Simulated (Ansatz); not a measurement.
## Fields on a plane of As (A7 type, space group R-3m)

```xyz
2
Lattice="1.8795 1.0851 3.5783 -1.8795 1.0851 3.5783 0.0000 -2.1703 3.5783" Properties=species:S:1:pos:R:3 pbc="T T T"
As     0.0000     0.0000     2.4255
As     0.0000     0.0000     8.3093
```

The slice is a (1 -1 0 2) plane (indices of the conventional cell) through the point (0.774, 0.774, 0.774) (fractional), spanned by u = [1 0 -1] and v = [010] in vectors of this cell: u (3.76 Å) and v (4.19 Å, at 90° to u). It covers one period; positions are fractions (u, v).

Atoms on it: As at (0.00, 0.00). Other atoms lie within 1 Å of the plane.

Level of theory: r2SCAN+rVV10 (plane waves to 500 eV, PAW, scalar-relativistic; Ansatz, an electronic-structure program). k mesh 15×15×15. These are valence fields of a PAW run, semicore shells included where kept as valence: close to a nucleus they are smooth pseudo fields. As was relaxed with its symmetry unable to fall. The PAW data are Ansatz's earlier set.

```
|xxxxxxx046889988640xxxxxx|
|xxxxxxx047899998740xxxxxx|
|xxxxxx02578999987520xxxxx|
|xxxxxx04689999998640xxxxx|
|xxxxx0357899999987530xxxx|
|xxx00357889999998875300xx|
|0002467888999999888764200|
|4556678888877778888876655|
|7777888876655556678888777|
|8888887664200002466788888|
|99998865200xxxx0025688999|
|999987520xxxxxxxx02578999|
|99987630xxxxxxxxxx0367899|
|9998750xxxxxxxxxxxx057899|
|9998630xxxxxxxxxxxx036899|
|9987630xxxxxxxxxxxx036789|
|8887520xxxxxxxxxxxx025788|
|7776520xxxxxxxxxxxx025677|
|6665430xxxxxxxxxxxx034566|
|3334430xxxxxxxxxxxx034433|
|00002210xxxxxxxxxx0122000|
|xxx001100xxxxxxxx001100xx|
|xxxxx001000xxxx000100xxxx|
|xxxxxx01221000012210xxxxx|
|xxxxxx00344444444300xxxxx|
|xxxxxxx035666666530xxxxxx|
|xxxxxxx035777777530xxxxxx|
|xxxxxxx036788887630xxxxxx|
```
Scale: ten equal steps from -3.00 (start of '0') to 5.11 (end of '9'), in the order '0123456789'. Values: electrostatic potential energy of an electron, from the cell's mean, in eV. The map has 25 points along u (one character each, u = 0 at the left) and 28 along v (v = 0 in the bottom row). Points within 1 Å of a nucleus are blanked (x), as the pseudised field means little there. Values under -3 eV are set to -3. The zero, the cell's mean, hangs on the PAW cores.

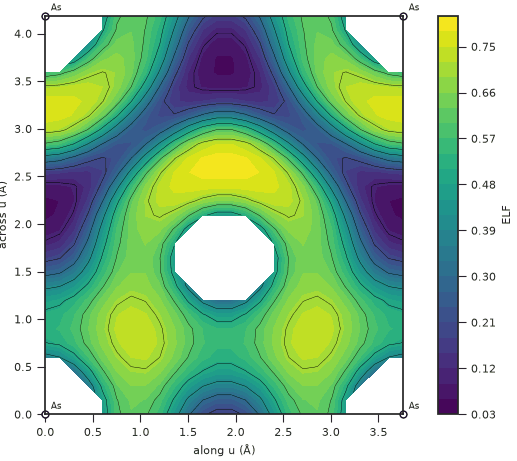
Electron localisation function (ELF), one period of the plane, atoms marked. Points within 0.5 Å of a nucleus are left white, as the pseudised field means little there.
